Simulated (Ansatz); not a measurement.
Consider CaO in the rock salt structure (space group Fm-3m, No. 225; a = 4.7948 Å). Axes: x, y, z lie along the cube axes.

Structures relaxed with DFT with r2SCAN, PAW potentials and a 500 eV plane-wave cutoff in Ansatz (an electronic-structure program), no SOC.

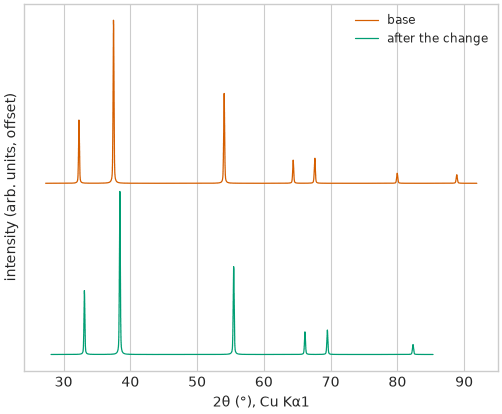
*Simulated powder patterns before (top) and after one change*

Q: Which of these changes matches the shifts?
A. strain tensor (xx, yy, zz, yz, xz, xy) = (+0.45, −1.96, −0.76, +0.11, +0.10, +0.54) %
B. strain tensor (xx, yy, zz, yz, xz, xy) = (+0.11, −1.41, +1.26, +0.90, +0.08, +0.29) %
C. uniaxial stress, 5 GPa tension along x
D. isotropic strain −2.38 %

A: D, isotropic strain −2.38 %. Its volume per atom is 12.82 Å³ against 13.78 Å³, and its space group is Fm-3m (No. 225).

Stability under load was not tested beyond the relaxation.
